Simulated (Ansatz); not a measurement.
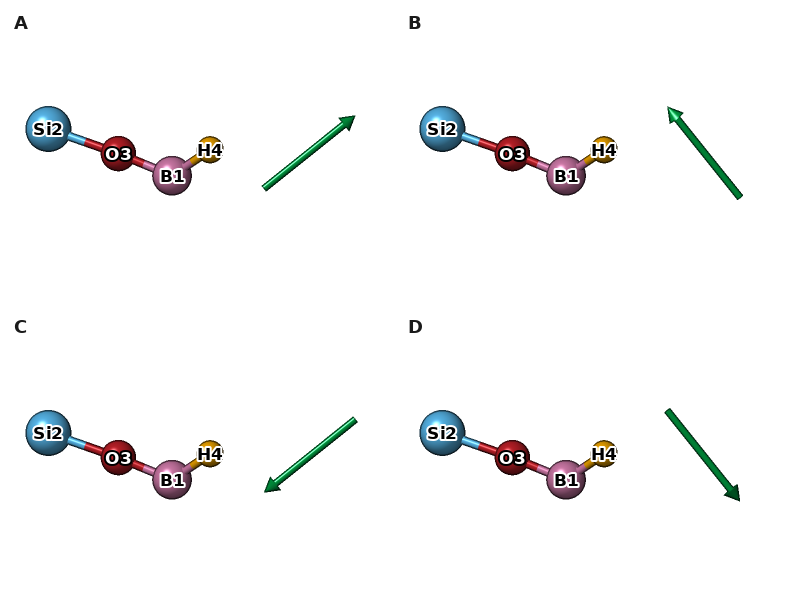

The same molecule four times, each with an arrow. The computed structure is the end point of a PBE-D4/def2-SVP optimisation. No frequency run is at hand to confirm it as a minimum. Properties computed with RKS PBE-D4/def2-SVP (Ansatz 0.2.0).

### Which arrow points along the dipole moment, from the negative to the positive end?

B. The dipole moment is 1.24 D; it points from the side of B1, H4 to the side of Si2 (the outermost atoms at the two ends).
